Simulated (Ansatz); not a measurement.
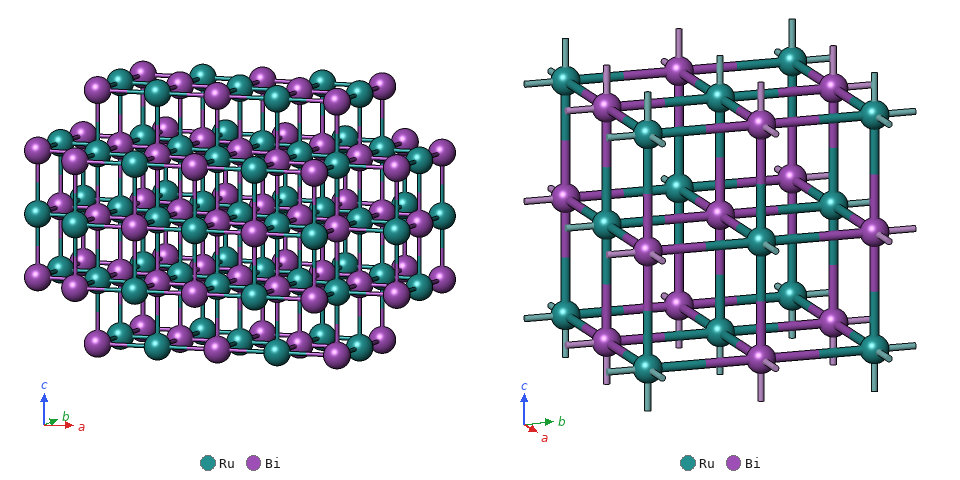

Left: the structure. Right: its underlying net. Nodes are coloured by element. Short stubs are edges that leave the cut-out.

The compound is BiRu (space group Fm-3m, No. 225), taken as the geometry relaxed with DFT, PBE, PAW with Ansatz's default frozen-core files, scalar-relativistic in Ansatz; the starting structure was generated, so it need not be a known form of this composition.

Bonds are taken as Bi–Ru below 3.1 Å. Simplification: prune 0- and 1-connected atoms, fold 2-connected ones into links.

The result is a uninodal 6-connected, three-periodic net: Ru and Bi are 6-connected nodes. It is the pcu net, known from NaCl, ReO3 and the B-X framework of perovskite. It is a single net, without interpenetration.

```csv
node,links,point symbol,coordination sequence
Ru and Bi,6,4¹²·6³,6 18 38 66 102
```
